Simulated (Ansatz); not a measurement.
# RPA@PBE/STO-3G run of GeH4 (germane)

What is the energy change on altering one bond length of GeH4 (germane) at RPA@PBE/STO-3G? 

Program for the calculation: Ansatz 0.2.0.

32 further runs of the same task are left out: 3 that didn't finish, 29 set aside as unsound or not needed.

### Step 1. The structure to begin with

GeH4 has 5 atoms, charge 0, and is taken as a singlet. As SMILES, `[GeH4]`. The shape is that of a PBE0-D4/def2-TZVP optimisation.

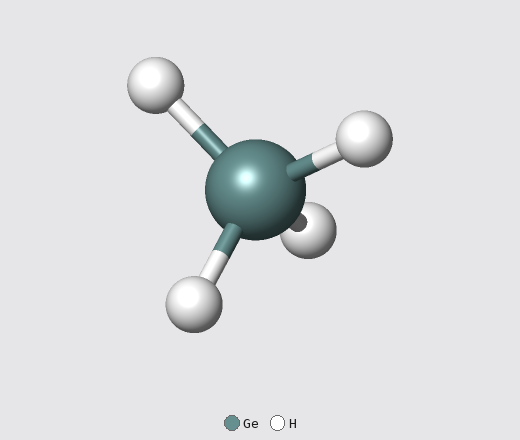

The structure, seen from a chosen angle (germanium teal, hydrogen white).

### Step 2. The energy at RPA@PBE/STO-3G

File input.yaml:

```yaml
crystal:
  periodic: [false, false, false]
  atoms:
    - {symbol: Ge, position_ang: [0.000100, 0.000100, -0.000000]}
    - {symbol: H, position_ang: [1.148100, -0.756300, 0.680600]}
    - {symbol: H, position_ang: [-1.238800, -0.030000, 0.904200]}
    - {symbol: H, position_ang: [-0.329200, -0.669100, -1.340600]}
    - {symbol: H, position_ang: [0.419800, 1.455400, -0.244100]}
basis:
  gaussian:
    orbitals: STO-3G
hamiltonian:
  xc: {name: PBE}
correlation:
  method: rpa
  frozen_orbitals: {Ge: 9, H: 0}
accuracy: high
```

Run with:

```bash
$ ansatz run input.yaml --threads 1 --pin off --max-ram 2610MiB --events-out events.jsonl --progress --plain --runs-dir runs
```

What it wrote:

```text
Warning: RAYON_NUM_THREADS=1 ignored (pool sized by the plan → 1); use --threads N
Functional definition: PBE
  name "PBE"
  parameter kappa = 0.804
  parameter beta = 0.06672455060314922
  exchange = pbe_x(kappa = kappa, mu = beta*pi^2/3)
  correlation = pbe_c(beta = beta)
288 factors; integrals over basis functions are off by at most 3.8e-9 eV
mean field evaluation 1: about -55895.5958 eV, gradient 1.2e2 eV
mean field evaluation 2: about -55895.5980 eV, gradient 1.2e2 eV
mean field evaluation 4: about -55919.7128 eV, gradient 1.6e1 eV
mean field evaluation 8: about -55920.7964 eV, gradient 1.5e-1 eV
mean field evaluation 16: about -55920.7965 eV, gradient 1.6e-8 eV
mean field -55920.79647879 eV, -2055.0513661183 hartree, gradient 1.6e-8 eV, S^2 0.000000; 0 other end points of the search recorded, 0 dependent functions left out
9 core orbitals not correlated: weight in the atoms' cores, before any rotation towards them, 1.000 or more for the frozen orbitals, at most 0.000 for the correlated occupied ones
reference -55892.90400824 eV, -2054.0263367316 hartree; 9, 9 occupied and 4, 4 virtual orbitals, 288 factors
Total energy: -55896.43043146 eV, -2054.1559303950 hartree
```

Wall time 1.4 s (1 thread of Arm Neoverse V1, shared host); peak memory 0.093 GiB.

### Step 3. The distorted shape

File run.yaml:

```yaml
crystal:
  periodic: [false, false, false]
  atoms:
    - {symbol: Ge, position_ang: [0.309840, 0.007625, -0.226061]}
    - {symbol: H, position_ang: [1.457840, -0.748775, 0.454539]}
    - {symbol: H, position_ang: [-1.238800, -0.030000, 0.904200]}
    - {symbol: H, position_ang: [-0.019460, -0.661575, -1.566661]}
    - {symbol: H, position_ang: [0.729540, 1.462925, -0.470161]}
basis:
  gaussian: {orbitals: STO-3G}
hamiltonian: {xc: {name: PBE}}
correlation: {method: rpa, frozen_orbitals: {Ge: 9, H: 0}}
accuracy: high
```

Run with:

```bash
$ ansatz run run.yaml --threads 1 --pin off --max-ram 2610MiB --events-out events.jsonl --progress --plain --runs-dir runs
```

What it wrote, cut to the lines that bear on the results:

```text
Warning: RAYON_NUM_THREADS=1 ignored (pool sized by the plan → 1); use --threads N
[... 2 set-up lines as earlier in the session ...]
[...]
285 factors; integrals over basis functions are off by at most 1.9e-8 eV
[...]
mean field -55919.38835228 eV, -2054.9996184236 hartree, gradient 7.6e-8 eV, S^2 0.000000; 2 other end points of the search recorded, 0 dependent functions left out
9 core orbitals not correlated: weight in the atoms' cores, before any rotation towards them, 1.000 or more for the frozen orbitals, at most 0.000 for the correlated occupied ones
reference -55891.31088600 eV, -2053.9677905693 hartree; 9, 9 occupied and 4, 4 virtual orbitals, 285 factors
Total energy: -55895.20271972 eV, -2054.1108128204 hartree
```

Run time: 2.4 s. Hardware: 1 thread of Arm Neoverse V1, shared host; peak memory 0.093 GiB.

### Step 4. Outcome

At RPA@PBE/STO-3G, 9 core orbitals frozen:

```
                                                          quantity           value
                                         first shape: total energy  -2054.15593 Eh
                     first shape: RPA correlation energy (valence)      -129.6 mEh
                                     distorted shape: total energy  -2054.11081 Eh
                 distorted shape: RPA correlation energy (valence)      -143.0 mEh
energy change with the Ge1–H3 bond stretched from 1.534 to 1.918 Å        1.228 eV
```

In words: With the Ge1–H3 bond stretched from 1.534 to 1.918 Å the energy rises by 1.23 eV (118 kJ/mol). The first shape isn't relaxed at this level, so the change isn't measured from a minimum. The minimal basis adds a large error of its own.
